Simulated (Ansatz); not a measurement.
```xyz
14

C    -0.8912   -0.4683    1.4968
B     0.0503   -0.1008    0.2838
C     1.4119   -0.8763    0.0895
B    -0.3524    1.1982   -0.7467
N    -1.0786    1.2146   -1.9444
Cl    0.2765    2.7913   -0.1539
H    -0.3849   -0.9873    2.3378
H    -1.6140   -1.2086    1.0705
H    -1.5113    0.3638    1.8860
H     2.1824   -0.1853    0.5109
H     1.7167   -1.0340   -0.9653
H     1.4991   -1.8275    0.6546
H    -1.4704    0.3739   -2.3683
H    -1.2639    2.0723   -2.4687
```

Theory: RKS PBE/def2-SVP (Ansatz 0.2.0).

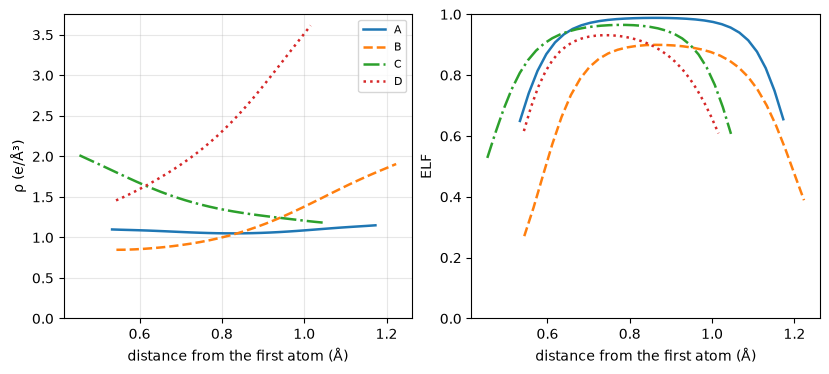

C₂H₈B₂ClN. Total electron density and ELF along straight lines between neighbouring atoms. The curves leave out the atomic cores.

Which curve belongs to which contact (B–B, B–Cl, B–N and C–B)? The first atom named is at distance zero.

Curve A: B–B (1.71 Å): the density is about 1.1 e/Å³ at the midpoint; the ELF peaks at about 1 between the atoms: localised, covalent bonding. Curve B: B–Cl (1.81 Å): the density is about 1.2 e/Å³ at the midpoint; the ELF peaks at about 0.90 between the atoms: a shared but strongly polarised pair. Curve C: C–B (1.58 Å): ρ is about 1.4 e/Å³ halfway; the ELF peaks at about 0.95 between the atoms; localised, covalent bonding. Curve D: B–N (1.40 Å): the density is about 1.9 e/Å³ at the midpoint; the ELF peaks at about 0.95 between the atoms, as expected for a polar covalent bond.
